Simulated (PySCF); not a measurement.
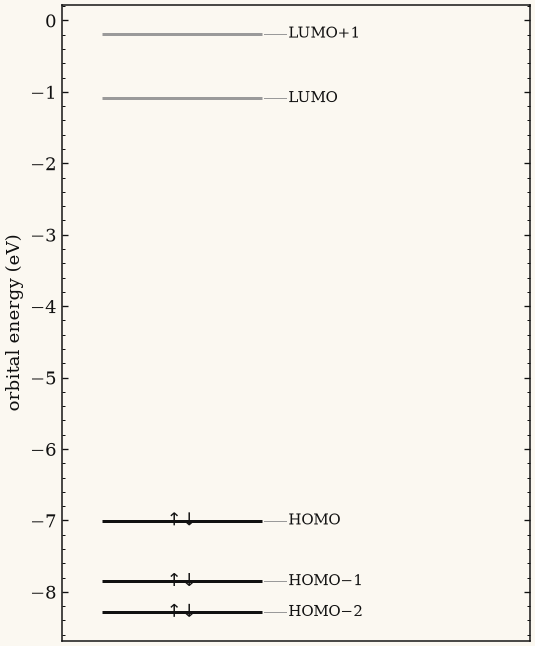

Kohn-Sham orbital energies near the frontier, PBE0/def2-SVPD, PySCF, at a GFN2-xTB geometry (no frequency check), isolated molecule; empty levels in grey, levels within 0.03 eV side by side.

Question: Which molecule has this level scheme?
A. C₅H₇Br, SMILES C=C(Br)/C=C\C
B. C₃H₂FN₃, SMILES Fc1cnnnc1
C. C₂H₁₁AsSi₂, SMILES CC[As]([SiH3])[SiH3]
D. C₄H₇FSi₂, SMILES F[SiH]1C=C[SiH2]C=C1

Answer: Option A. HOMO −7.00 eV, LUMO −1.09 eV, separation 5.91 eV.

Known limits of this run: the tight-binding geometry is rougher than a DFT one and adds to the error; spin-orbit coupling is left out, and with Br it can shift these levels and split any degenerate set; one conformer of a flexible molecule; empty levels above zero depend strongly on the basis.
